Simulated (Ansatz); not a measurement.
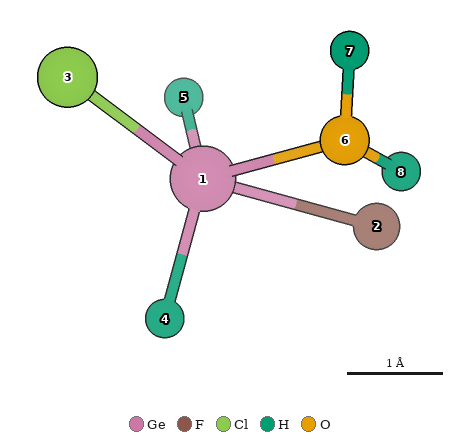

**Figure 1.** The input geometry (ball-and-stick view, seen at a tilt; atoms are numbered from 1 in the order of the input). Sticks mark near contacts. Bond lengths as drawn: Cl–Ge 2.24 Å, F–Ge 2.04 Å, Ge–H 1.54 Å, Ge–O 1.99 Å and H–O 0.98 to 1.11 Å.

**GeH$_{4}$ClOF: frequency calculation**

System: GeH$_{4}$ClOF.
Method: RKS PBE-D4/def2-SVP (Ansatz 0.2.0).

It belongs to a series of runs on one base structure; here: vibrations at the highest image of the band. Figures and captions count atoms from 1; the log counts them from 0 in places.

Input file:
```yaml
crystal:
  periodic: [false, false, false]
  atoms:
    - { symbol: Ge, position_ang: [0.143577, 0.201553, -0.065017] }
    - { symbol: F, position_ang: [-0.700273, 0.483098, 1.772765] }
    - { symbol: Cl, position_ang: [1.805685, 0.14264, -1.560345] }
    - { symbol: H, position_ang: [-0.902145, 1.094241, -0.748174] }
    - { symbol: H, position_ang: [0.015876, -1.311589, 0.194772] }
    - { symbol: O, position_ang: [1.261652, 1.329169, 1.134074] }
    - { symbol: H, position_ang: [2.155771, 0.964848, 1.290006] }
    - { symbol: H, position_ang: [0.459057, 1.048339, 1.854919] }
basis:
  gaussian: { orbitals: def2-SVP }
hamiltonian:
  xc: pbe
  dispersion: d4
phonons: {}
```

Launch command:
```bash
ansatz run input.yaml --threads 2 --pin off --max-ram 3072MiB --backend cpu --events-out ev --progress --plain --runs-dir out
```

Output:
```
Engine: ansatz 0.2.0, x86_64-unknown-linux-gnu
Functional definition: PBE
  parameter kappa = 0.804
  parameter beta = 0.06672455060314922
  exchange = pbe_x(kappa = kappa, mu = beta*pi^2/3)
  correlation = pbe_c(beta = beta)
1069 factors; their error is unknown
mean field evaluation 1: about -73832.6246 eV, gradient 5.8e1 eV
mean field evaluation 2: about -73813.8029 eV, gradient 1.2e2 eV
mean field evaluation 4: about -73837.9012 eV, gradient 7.6e0 eV
mean field evaluation 8: about -73838.0058 eV, gradient 1.7e-1 eV
mean field evaluation 16: about -73837.9434 eV, gradient 6.4e-5 eV
mean field -73837.94338585 eV, -2713.4943702744 hartree, gradient 6.5e-5 eV, S^2 0.000000; 0 other end points of the search recorded, 0 dependent functions left out
the calculation of the forces begins
reference -73837.94341593 eV, -2713.4943713800 hartree; 35, 35 occupied and 63, 63 virtual orbitals, 1069 factors
these checks for a lower state are left out or cut short: stability, starts, cluster_reference, orbital_swaps, neighbouring_geometries, increment
1069 factors; their error is unknown
mean field -73837.94326393 eV, -2713.4943657938 hartree, gradient 2.5e-6 eV, S^2 0.000000; 0 other end points of the search recorded, 0 dependent functions left out
[... from here on the field's lines of each further geometry are left out, up to the last ...]
the calculation of the forces begins
reference -73837.94335381 eV, -2713.4943690969 hartree; 35, 35 occupied and 63, 63 virtual orbitals, 1069 factors
these checks for a lower state are left out or cut short: stability, starts, cluster_reference, orbital_swaps, neighbouring_geometries, increment
1069 factors; their error is unknown
mean field -73837.94335964 eV, -2713.4943693112 hartree, gradient 1.1e-6 eV, S^2 0.000000; 0 other end points of the search recorded, 0 dependent functions left out
the calculation of the forces begins
reference -73837.94338972 eV, -2713.4943704164 hartree; 35, 35 occupied and 63, 63 virtual orbitals, 1069 factors
WARN: phonons: modes at or below zero, which the zero-point energy, F, S and C_V leave out: 1, the lowest at -352.12 cm⁻¹. A minimum has none, and a first-order saddle one
Total energy: -73838.09358471 eV, -2713.4998899806 hartree
Atom 0 at     0.143577     0.201553    -0.065017 Å, force    -0.018965    -0.007557    -0.010883 eV/Å
Atom 1 at    -0.700273     0.483098     1.772765 Å, force     0.000805    -0.001690     0.010626 eV/Å
Atom 2 at     1.805685     0.142640    -1.560345 Å, force     0.003331    -0.000521    -0.004367 eV/Å
Atom 3 at    -0.902145     1.094241    -0.748174 Å, force     0.006546    -0.000155    -0.000473 eV/Å
Atom 4 at     0.015876    -1.311589     0.194772 Å, force     0.005132     0.000534    -0.000470 eV/Å
Atom 5 at     1.261652     1.329169     1.134074 Å, force    -0.008275     0.015960     0.009744 eV/Å
Atom 6 at     2.155771     0.964848     1.290006 Å, force     0.010363    -0.011102     0.003307 eV/Å
Atom 7 at     0.459057     1.048339     1.854919 Å, force     0.001062     0.004531    -0.007483 eV/Å
Dipole moment:     0.176112    -0.023385     0.299909 e Å
Vibrations: -352.12 92.06 178.93 353.01 392.14 464.54 481.96 629.59 719.78 742.00 751.11 828.08 1078.35 1273.98 2050.77 2107.41 2162.82 3697.83 cm⁻¹, zero-point energy 1.116129 eV
```

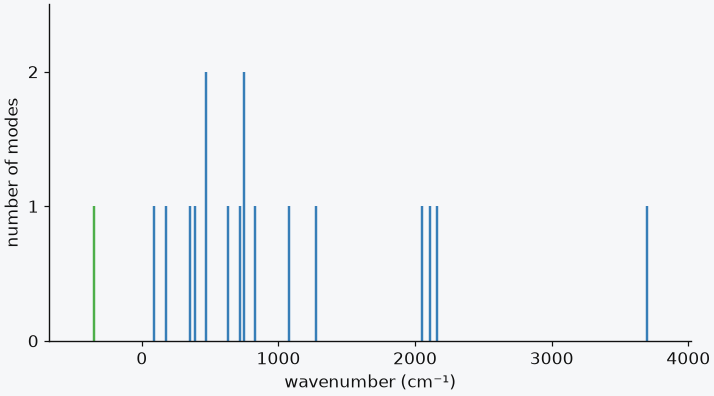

**Figure 2.** Harmonic vibrational wavenumbers from the force constants; neighbouring modes closer than 18 cm⁻¹ are counted in one stick, and imaginary ones are drawn at negative wavenumbers. 18 modes from 352i to 3698 cm⁻¹, 1 imaginary beyond 8i (352i cm⁻¹): a first-order saddle point, if the geometry is stationary.

Summary:

| quantity | value |
| --- | --- |
| outcome | converged |
| total energy | −73838.0936 eV |
| mean-field energy | −73837.9434 eV |
| largest force (length of the vector) | 0.023 eV/Å |
| hardware | 2 threads of Intel Xeon (Granite Rapids), 32 GiB of memory available, shared host |
| wall time | 28 s (CPU time 53 s) |
| peak memory | 0.15 GiB |
